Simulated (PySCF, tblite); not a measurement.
**C3H12OSi3: a rotation path, then NMR shifts on frames**

How do NMR shifts of C3H12OSi3 (`C=CC[Si@H]([SiH3])O[SiH3]`) change as the atoms move?

Programs: tblite 0.8.0 and PySCF 2.14.0, with density-fitted response routines of our own. Each step states its level of theory. These are calculated values for one molecule in the gas phase, unless marked as measured. Atoms are numbered from 0 throughout.

### 1 Starting geometry

19 atoms, charge 0, multiplicity 1; geometry from: GFN2-xTB.

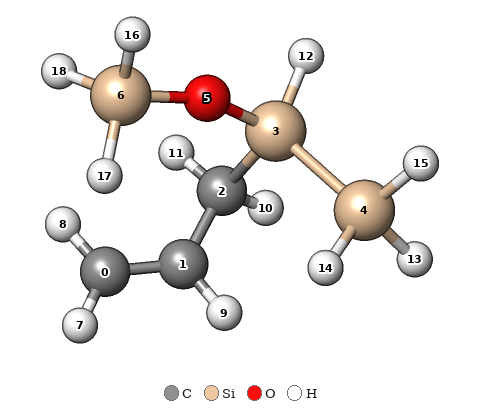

As it starts; carbon grey, silicon light orange, oxygen red, hydrogen white, atoms numbered.

### 2 The rotation path with GFN2-xTB

What the job is given:

```
{"job": {"kind": "neb", "xc": "GFN2-xTB", "basis": "xTB", "atoms": [1, 2, 3, 5], "turn": 120}, "charge": 0, "multiplicity": 1}
C      1.863461    -1.546056     0.382957
C      1.761691    -0.242820     0.186337
C      1.255170     0.387482    -1.059322
Si    -0.547456     1.003519    -0.802751
Si    -0.746289     2.371575     1.041776
O     -1.489193    -0.301659    -0.555722
Si    -1.854465    -1.824388    -0.143327
H      2.209018    -1.960419     1.314765
H      1.613858    -2.254358    -0.390226
H      2.019710     0.446586     0.982208
H      1.888609     1.231610    -1.334390
H      1.281619    -0.331994    -1.878625
H     -1.025694     1.502882    -2.101499
H      0.325008     3.377054     1.067130
H     -0.664986     1.669694     2.329924
H     -2.004939     3.125154     1.075728
H     -3.314744    -1.848318    -0.169066
H     -1.307128    -2.075323     1.188179
H     -1.273053    -2.720970    -1.141539
```

With the program's defaults for keys left out, this is: GFN2-xTB climbing-image nudged elastic band, gas phase.

Launch:

```console
OMP_NUM_THREADS=1 python probes_run.py task.json out
```

One launch serves the whole session: the jobs run in the order shown.

The program printed:

```text
image   E - E0 / eV
  0      -0.0000
  1       0.0099
  2       0.0324
  3       0.0617
  4       0.0805
  5       0.0762
  6       0.0644
  7       0.0523
  8       0.0400
```

It took 4.5 s on 1 thread of Arm Neoverse V1, shared host; peak memory 0.19 GiB.

The final band, with the dihedral C1–C2–Si3–O5:

```csv
image,dihedral (°),energy (eV),energy (kcal/mol)
0,-65,0.000,0.0
1,-52,0.010,0.2
2,-37,0.032,0.7
3,-22,0.062,1.4
4,-6,0.080,1.9
5,9,0.076,1.8
6,25,0.064,1.5
7,40,0.052,1.2
8,55,0.040,0.9
```

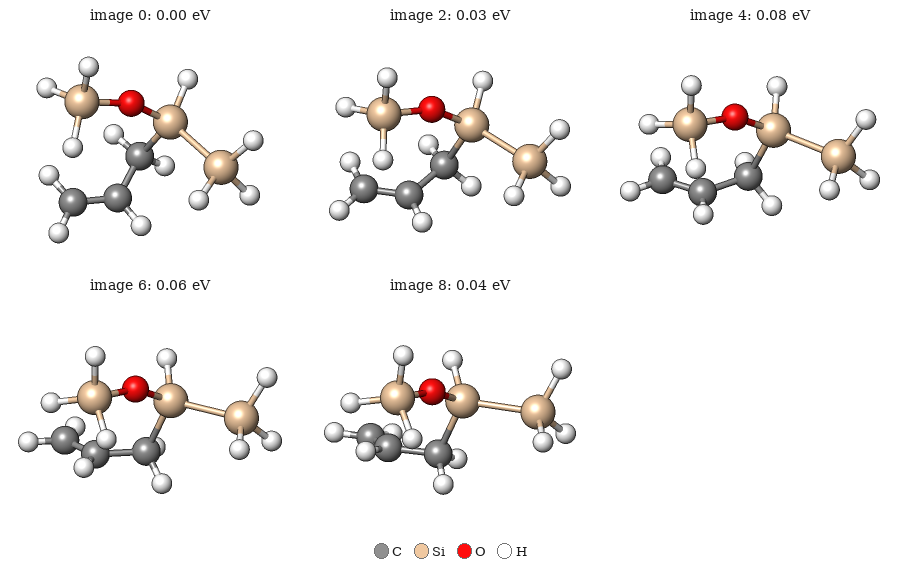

Images along the band.

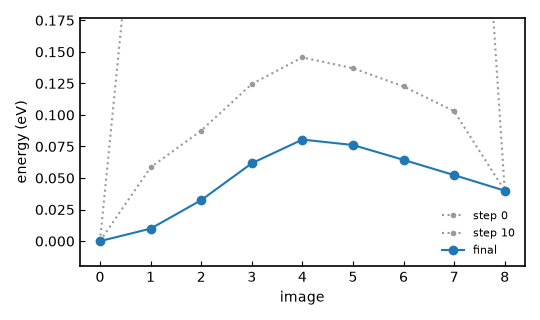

Energy along the band, early and final.

### 3 Nuclear shieldings: image 0, PBE0/pcSseg-1

What the job is given:

```
{"job": {"kind": "nmr", "xc": "PBE0", "basis": "pcSseg-1", "pop": false}, "charge": 0, "multiplicity": 1}
C      1.863500    -1.546100     0.383000
C      1.761700    -0.242800     0.186300
C      1.255200     0.387500    -1.059300
Si    -0.547500     1.003500    -0.802800
Si    -0.746300     2.371600     1.041800
O     -1.489200    -0.301700    -0.555700
Si    -1.854500    -1.824400    -0.143300
H      2.209000    -1.960400     1.314800
H      1.613900    -2.254400    -0.390200
H      2.019700     0.446600     0.982200
H      1.888600     1.231600    -1.334400
H      1.281600    -0.332000    -1.878600
H     -1.025700     1.502900    -2.101500
H      0.325000     3.377100     1.067100
H     -0.665000     1.669700     2.329900
H     -2.004900     3.125200     1.075700
H     -3.314700    -1.848300    -0.169100
H     -1.307100    -2.075300     1.188200
H     -1.273100    -2.721000    -1.141500
```

Level: GIAO PBE0/pcSseg-1 NMR shielding, non-relativistic, gas phase.

The program printed:

```text
coarse grid: 16656 points
cycle   1  E = -1064.4488795110  dE =  5.053e-01  |g| = 8.213e-01  |ddm| = 3.876e+00
cycle   2  E = -1064.2361786140  dE =  2.127e-01  |g| = 1.329e+00  |ddm| = 1.953e+00
cycle   3  E = -1064.5736444781  dE = -3.375e-01  |g| = 1.278e-01  |ddm| = 1.462e+00
cycle   4  E = -1064.5767842351  dE = -3.140e-03  |g| = 4.775e-02  |ddm| = 1.598e-01
cycle   5  E = -1064.5773690835  dE = -5.848e-04  |g| = 7.755e-03  |ddm| = 4.956e-02
cycle   6  E = -1064.5773826523  dE = -1.357e-05  |g| = 2.752e-03  |ddm| = 1.165e-02
cycle   7  E = -1064.5773843175  dE = -1.665e-06  |g| = 1.080e-03  |ddm| = 3.103e-03
final grid: 145080 points
cycle   8  E = -1064.6269121916  dE = -2.613e-05  |g| = 8.960e-03  |ddm| = 2.552e-02
cycle   9  E = -1064.6268963401  dE =  1.585e-05  |g| = 1.283e-02  |ddm| = 1.678e-02
cycle  10  E = -1064.6269283916  dE = -3.205e-05  |g| = 1.288e-03  |ddm| = 1.053e-02
cycle  11  E = -1064.6269287371  dE = -3.455e-07  |g| = 1.730e-04  |ddm| = 1.314e-03
cycle  12  E = -1064.6269287442  dE = -7.110e-09  |g| = 4.427e-05  |ddm| = 2.231e-04
cycle  13  E = -1064.6269287446  dE = -4.197e-10  |g| = 1.820e-05  |ddm| = 6.646e-05
converged SCF energy = -1064.6269287446

GIAO shielding tensors (ppm)
atom      isotropic    diamagn.    paramagn.     s11        s22        s33       span
  0 C       64.681     256.074    -191.393    -48.349     85.135    157.257    205.606
  1 C       43.899     260.442    -216.543    -75.931     45.643    161.985    237.915
  2 C      154.252     255.920    -101.668    141.598    155.025    166.134     24.536
  3 Si     361.075     880.664    -519.589    310.128    352.289    420.808    110.681
  4 Si     474.731     881.488    -406.757    465.823    471.592    486.779     20.956
  5 O      327.923     401.969     -74.046    234.208    364.540    385.023    150.815
  6 Si     393.039     880.815    -487.776    355.885    362.347    460.884    104.999
  7 H       26.317      31.077      -4.760     23.133     25.649     30.170      7.037
  8 H       26.210      33.241      -7.032     22.413     26.247     29.969      7.556
  9 H       25.500      33.999      -8.500     23.442     24.754     28.303      4.862
 10 H       30.072      31.409      -1.337     26.853     27.727     35.636      8.783
 11 H       29.385      33.314      -3.929     26.508     28.104     33.544      7.037
 12 H       26.015      29.363      -3.349     22.900     24.380     30.763      7.863
 13 H       28.523      29.833      -1.309     25.016     26.558     33.996      8.980
 14 H       28.162      30.795      -2.633     24.928     26.844     32.712      7.784
 15 H       28.332      29.152      -0.820     24.999     25.856     34.140      9.140
 16 H       26.671      29.104      -2.433     22.793     24.914     32.305      9.511
 17 H       26.564      31.731      -5.168     23.169     25.807     30.715      7.546
 18 H       26.638      30.794      -4.156     23.316     25.162     31.436      8.121
```

Run time: 28 s. Hardware: 1 thread of Arm Neoverse V1, shared host; peak memory 0.92 GiB.

The references, computed at this level on geometries of the same kind, shield at (ppm): 1H TMS 31.72, 13C TMS 186.9, 29Si TMS 349.2, 17O H2O 336.1. Their shielding less the atom's gives the shift. The references are single molecules in the gas phase, so shifts against H2O, NH3, PH3, H3PO4 or CFCl3 are not on the usual liquid scales and can be off by tens of ppm. Each atom is listed at this fixed geometry, with no averaging over motion; a spectrum would average atoms that exchange fast.

```csv
atoms,environment,σ (ppm),δ (ppm)
C1,alkene CH,43.9,143.0
C0,terminal =CH2 carbon,64.7,122.2
C2,allylic sp3 CH2 bonded to Si,154.3,32.7
H9,hydrogen on an alkene CH,25.50,6.22
H12,"hydrogen on a silicon bonded to C, O, Si",26.01,5.70
H8,hydrogen on a terminal =CH2 carbon,26.21,5.51
H7,hydrogen on a terminal =CH2 carbon,26.32,5.40
H17,hydrogen on a silicon bonded to O,26.56,5.15
H18,hydrogen on a silicon bonded to O,26.64,5.08
H16,hydrogen on a silicon bonded to O,26.67,5.05
H14,hydrogen on a silicon bonded to Si,28.16,3.56
H15,hydrogen on a silicon bonded to Si,28.33,3.39
H13,hydrogen on a silicon bonded to Si,28.52,3.19
H11,hydrogen on an allylic sp3 CH2 bonded to Si,29.39,2.33
H10,hydrogen on an allylic sp3 CH2 bonded to Si,30.07,1.64
Si3,"silicon bonded to C, O, Si, H",361.1,-11.9
Si6,"silicon bonded to O, 3 H",393.0,-43.9
Si4,"silicon bonded to Si, 3 H",474.7,-125.6
O5,oxygen bonded to 2 Si,327.9,8.2
```

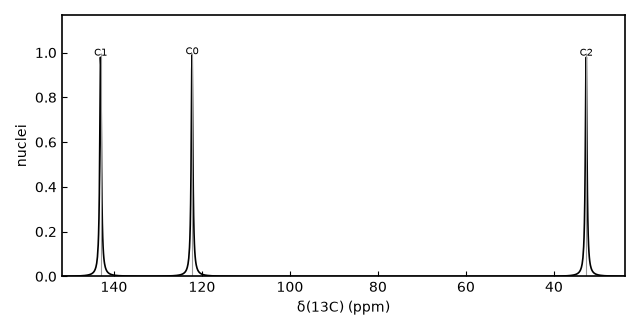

13C lines at the computed shifts, without couplings. Lines are broadened to a width of 0.44 ppm (Lorentzian).

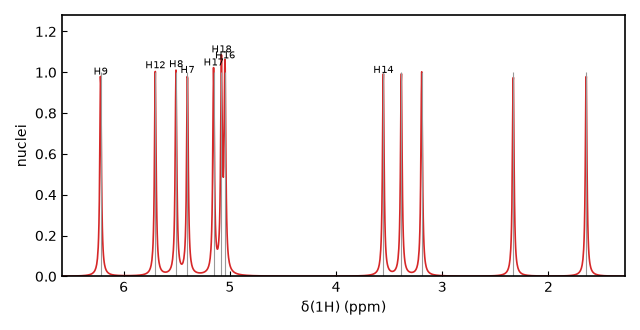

1H lines at the computed shifts, without couplings. Lines are broadened to a width of 0.02 ppm (Lorentzian).

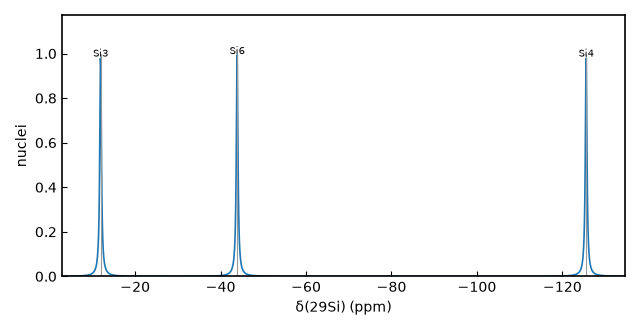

29Si lines at the computed shifts, without couplings. Lines are broadened to a width of 0.45 ppm (Lorentzian).

### 4 NMR shieldings: image 2, PBE0/pcSseg-1

What the job is given:

```
{"job": {"kind": "nmr", "xc": "PBE0", "basis": "pcSseg-1", "pop": false}, "charge": 0, "multiplicity": 1}
C      1.792400    -1.828100    -0.097600
C      1.629000    -0.545100     0.177600
C      1.346600     0.497300    -0.840200
Si    -0.507800     1.017700    -0.763100
Si    -0.897200     2.583600     0.886500
O     -1.397600    -0.306400    -0.442400
Si    -1.690000    -1.784200     0.155300
H      1.958300    -2.565300     0.668600
H      1.779600    -2.191200    -1.112600
H      1.647700    -0.206100     1.206400
H      1.971500     1.374100    -0.664400
H      1.586100     0.114900    -1.832900
H     -0.941700     1.342800    -2.130300
H      0.116800     3.647100     0.841300
H     -0.854400     2.060200     2.259400
H     -2.185800     3.272600     0.751700
H     -3.142700    -1.905100     0.062900
H     -1.229000    -1.810400     1.542700
H     -0.991600    -2.759200    -0.676300
```

With the program's defaults for keys left out, this is: GIAO PBE0/pcSseg-1 NMR shielding, non-relativistic, gas phase.

The program printed:

```text
coarse grid: 16656 points
cycle   1  E = -1064.4476934197  dE =  5.087e-01  |g| = 8.212e-01  |ddm| = 3.875e+00
cycle   2  E = -1064.2332026133  dE =  2.145e-01  |g| = 1.332e+00  |ddm| = 1.925e+00
cycle   3  E = -1064.5723497151  dE = -3.391e-01  |g| = 1.265e-01  |ddm| = 1.441e+00
cycle   4  E = -1064.5753937275  dE = -3.044e-03  |g| = 4.855e-02  |ddm| = 1.561e-01
cycle   5  E = -1064.5759991848  dE = -6.055e-04  |g| = 7.251e-03  |ddm| = 4.988e-02
cycle   6  E = -1064.5760118747  dE = -1.269e-05  |g| = 1.893e-03  |ddm| = 1.106e-02
cycle   7  E = -1064.5760125439  dE = -6.692e-07  |g| = 9.457e-04  |ddm| = 2.444e-03
final grid: 145080 points
cycle   8  E = -1064.6254827042  dE = -2.255e-05  |g| = 9.073e-03  |ddm| = 2.240e-02
cycle   9  E = -1064.6254664844  dE =  1.622e-05  |g| = 1.297e-02  |ddm| = 1.683e-02
cycle  10  E = -1064.6254995081  dE = -3.302e-05  |g| = 1.330e-03  |ddm| = 1.052e-02
cycle  11  E = -1064.6254998730  dE = -3.649e-07  |g| = 1.818e-04  |ddm| = 1.284e-03
cycle  12  E = -1064.6254998807  dE = -7.677e-09  |g| = 3.886e-05  |ddm| = 2.298e-04
cycle  13  E = -1064.6254998810  dE = -3.447e-10  |g| = 1.374e-05  |ddm| = 6.004e-05
converged SCF energy = -1064.6254998810

GIAO shielding tensors (ppm)
atom      isotropic    diamagn.    paramagn.     s11        s22        s33       span
  0 C       61.743     255.978    -194.236    -53.343     82.022    156.549    209.892
  1 C       45.144     259.854    -214.710    -75.607     46.586    164.452    240.059
  2 C      155.703     255.986    -100.283    133.060    157.666    176.384     43.324
  3 Si     361.469     880.518    -519.049    312.152    350.182    422.074    109.922
  4 Si     473.476     880.980    -407.504    464.961    469.532    485.936     20.974
  5 O      328.591     401.846     -73.255    233.134    364.720    387.918    154.784
  6 Si     392.664     880.545    -487.881    359.475    367.478    451.039     91.564
  7 H       26.288      31.290      -5.002     22.790     25.947     30.126      7.335
  8 H       26.130      32.806      -6.675     22.152     26.114     30.126      7.974
  9 H       25.505      34.562      -9.057     23.058     25.246     28.211      5.153
 10 H       30.003      31.925      -1.922     26.898     27.879     35.233      8.334
 11 H       29.200      32.928      -3.728     25.875     28.074     33.652      7.777
 12 H       26.030      29.513      -3.483     23.163     24.095     30.833      7.670
 13 H       28.560      29.379      -0.818     25.063     26.583     34.035      8.972
 14 H       28.140      30.228      -2.087     24.928     26.680     32.813      7.886
 15 H       28.286      28.852      -0.566     24.947     25.832     34.078      9.131
 16 H       26.715      29.179      -2.464     22.865     24.955     32.326      9.461
 17 H       26.718      31.654      -4.937     23.642     25.405     31.107      7.465
 18 H       26.633      31.093      -4.460     22.627     26.200     31.071      8.444
```

Run time: 28 s. Hardware: 1 thread of Arm Neoverse V1, shared host; peak memory 0.98 GiB.

This run: δ C1 141.8, C0 125.2, C2 31.2, Si3 -12.3, H9 6.21, H12 5.69 ppm.

[end of part 1 of 2]
